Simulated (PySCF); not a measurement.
**C3H5F3O2Si (SMILES O=C(CC(F)(F)F)O[SiH3]): density, localisation and related maps**

The calculation's input:

```
{"job": {"kind": "nmr", "xc": "PBE0", "basis": "pcSseg-1"}, "charge": 0, "multiplicity": 1}
O      0.490875     1.713582    -1.058156
C      0.111400     0.828933    -0.344930
C     -1.309543     0.783473     0.222144
C     -1.765729    -0.625037     0.549704
F     -3.079105    -0.648673     0.839015
F     -1.591825    -1.474459    -0.469706
F     -1.142657    -1.148561     1.609815
O      0.852095    -0.177658     0.041340
Si     2.437845    -0.409764    -0.453333
H     -1.342385     1.377009     1.139235
H     -1.996772     1.222841    -0.503326
H      3.213572     0.747042    -0.023110
H      2.432812    -0.563112    -1.901937
H      2.688739    -1.626088     0.301210
```

Run with:

```sh
OMP_NUM_THREADS=1 python probes_run.py task.json out
```

Geometry: GFN2-xTB.

All numbers below come from PBE0/pcSseg-1, SCF density, gas phase, non-relativistic in PySCF.

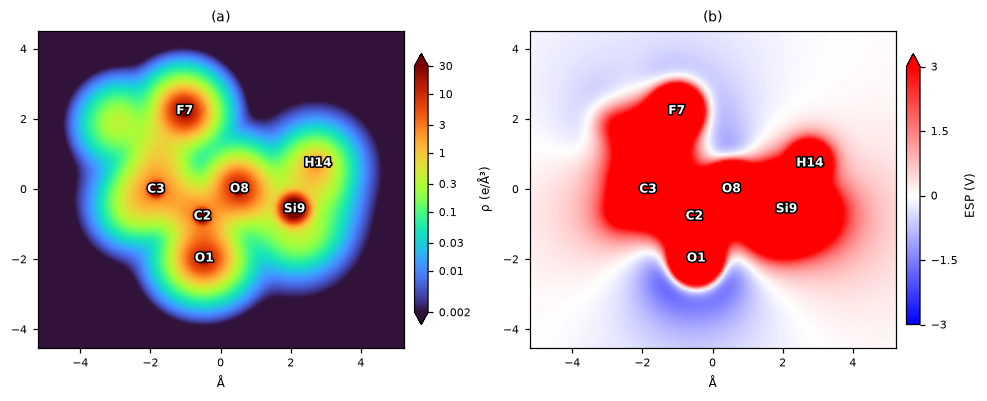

Figure 1. (a) electron density; (b) molecular electrostatic potential on the plane of atoms C2, O8 and Si9.

### What does the map show?

The plane passes through O, C, F, Si and H nuclei.
C–O (1.20 Å): ρ is about 3.4 e/Å³ halfway.
C–C (1.53 Å): ρ at the midpoint is about 1.7 e/Å³.
Si–O (1.68 Å): ρ at the midpoint is about 1 e/Å³.
C–O (1.31 Å): ρ at the midpoint is about 2.6 e/Å³.
Si–H (1.45 Å): ρ at the midpoint is about 0.85 e/Å³.
Outside the dense part of the molecule the potential is most negative (−1.7 V) near O1.

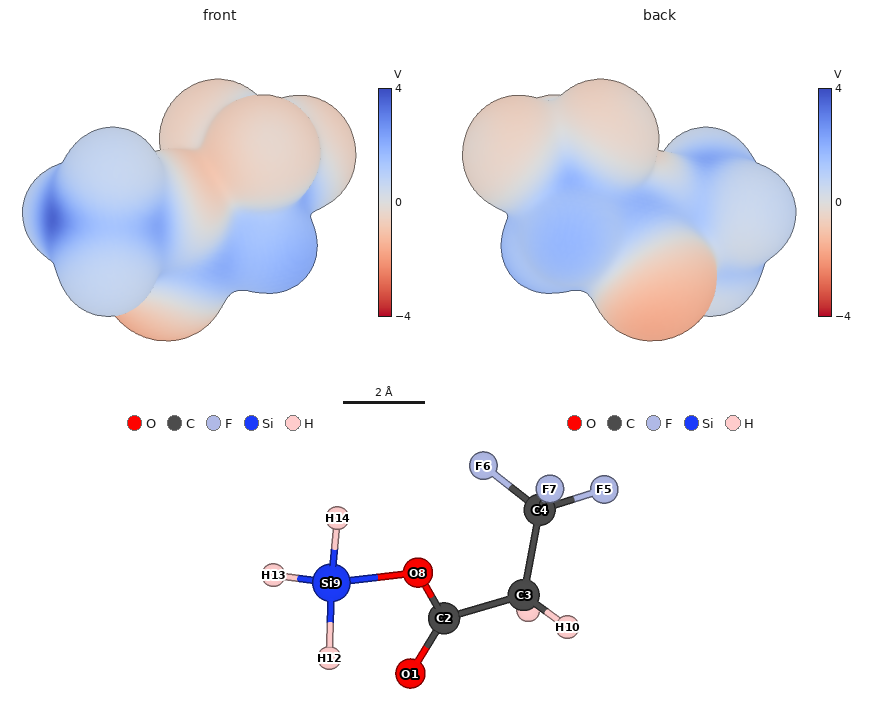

Figure 2. The electrostatic potential painted on the density surface at 0.004 e/bohr³, seen from the front and from behind; the colour scale runs from red (negative) to blue (positive). The bare structure is drawn below in the same view.

### Where is the surface potential most negative and most positive?

The most negative region (about −1.5 V) lies over O1, the most positive (about +3.1 V) over Si9. O1 is the likeliest acceptor of a hydrogen bond.
